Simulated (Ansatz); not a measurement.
System: Al$_{2}$GaAs$_{3}$.

Input file:

```
crystal:
  lattice:
    - [4.053951882, -2.89e-08, 0.0]
    - [-2.026975916, 3.51082533, 0.0]
    - [0.0, 0.0, 9.9348302]
  atoms:
    - { symbol: Al, position: [0.0, 0.0, 0.000361] }
    - { symbol: Al, position: [0.6666666667, 0.3333333333, 0.333387] }
    - { symbol: Ga, position: [0.3333333333, 0.6666666667, 0.666249] }
    - { symbol: As, position: [0.0, 0.0, 0.75082] }
    - { symbol: As, position: [0.3333333333, 0.6666666667, 0.415824] }
    - { symbol: As, position: [0.6666666667, 0.3333333333, 0.083359] }
basis:
  ecutwfc: 420
kpoints:
  mp_grid: { grid: [12, 12, 4] }
  band_path:
    path:
      - [[0.0, 0.0, 0.0], [0.5, 0.0, 0.0], [0.33333333, 0.33333333, 0.0], [0.0, 0.0, 0.0], [0.0, 0.0, 0.5], [0.5, 0.0, 0.5], [0.33333333, 0.33333333, 0.5], [0.0, 0.0, 0.5]]
      - [[0.5, 0.0, 0.5], [0.5, 0.0, 0.0]]
      - [[0.33333333, 0.33333333, 0.5], [0.33333333, 0.33333333, 0.0]]
    npoints: 14
hamiltonian:
  xc: pbe
scf:
  occupations: { method: gaussian, width: 0.02 }
  n_extra_bands: 15
output:
  forces: true
  stress: true
  eigenvalues: true
  populations: true
  dos: { projected: true, de: 0.02, nscf_kmesh: { grid: [18, 18, 6] } }
  bader: true
  write_density: true
  write_potential: true
  elf: true
  volumetric_format: npy
```

Launched as:

```sh
ansatz run input.yaml --threads 4 --pin off --max-ram 8192MiB --backend cpu --events-out ev --progress --plain --runs-dir out
```

Below, planes, directions and counts refer to the conventional cell (a = 4.05 Å, b = 4.05 Å, c = 9.93 Å, α = 90.00°, β = 90.00°, γ = 120.00°).

Space group P3m1; a structure generated by program, which may or may not match a known phase.

All numbers below come from DFT PBE, scalar-relativistic, plane waves, PAW (Ansatz 0.2.0).

**What will maps of the valence pseudo-density and electron localisation function show?**

Al–As (2.48 Å): ρ is about 0.47 e/Å³ halfway; the ELF peaks at about 0.95 between the atoms (localised, covalent bonding).
Ga–As (2.49 Å): ρ is about 0.47 e/Å³ halfway; the ELF peaks at about 0.80 between the atoms, as expected for localised, covalent bonding.
Bader's partition of the density gives Al +1.94, Ga +0.68 and As −1.94 to −1.00 e.

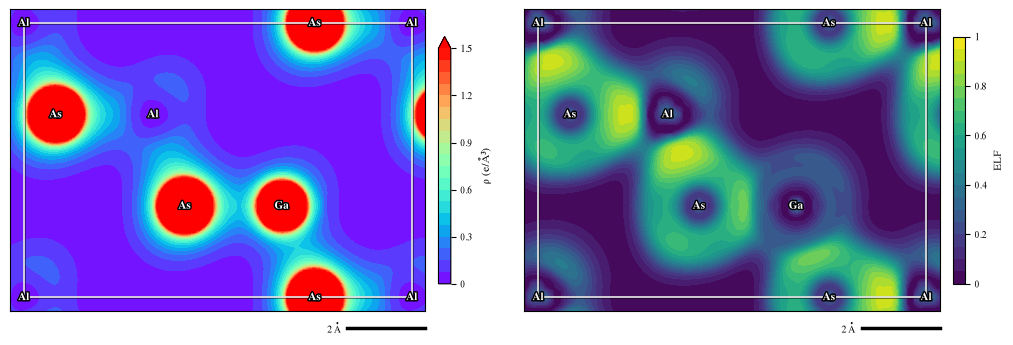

Computed valence pseudo-density and electron localisation function on the (110) plane of the conventional cell, in this order. 

The density is the valence pseudo-density of a PAW calculation; it isn't the true density close to the nuclei.
